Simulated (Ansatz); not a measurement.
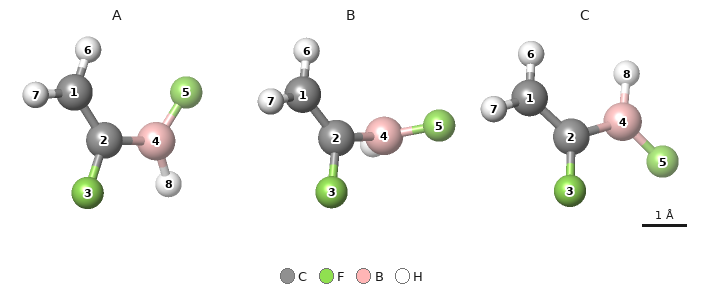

3 geometries from a converged minimum-energy path of C2H3BF2, shuffled. The picture is a ball-and-stick view, seen at a tilt.

Method: RKS PBE0/def2-SVP (Ansatz). Run with 7 movable images; climbing image; force threshold 0.03 eV/Å; iteration limit 57; starting path by image-dependent pair potential.

### One of them is the converged climbing image. Which?

B. In order along the path, whose images run from 0 to 8: C (image 0, 0.00 eV), B (image 4, +0.36 eV), A (image 7, +0.06 eV). The motion is a rotation about the C2–B4 bond by about 180°. No bond forms or breaks between the ends. Among the angles between lasting bonds that change up to the highest image: F3–C2–B4 117.5° → 111.8°, C1–C2–B4 122.6° → 127.8°.

Cost: 2.6 min on 1 thread of Intel(R) Xeon(R) Platinum 8488C (Sapphire Rapids) (shared host), peak memory 0.25 GiB.
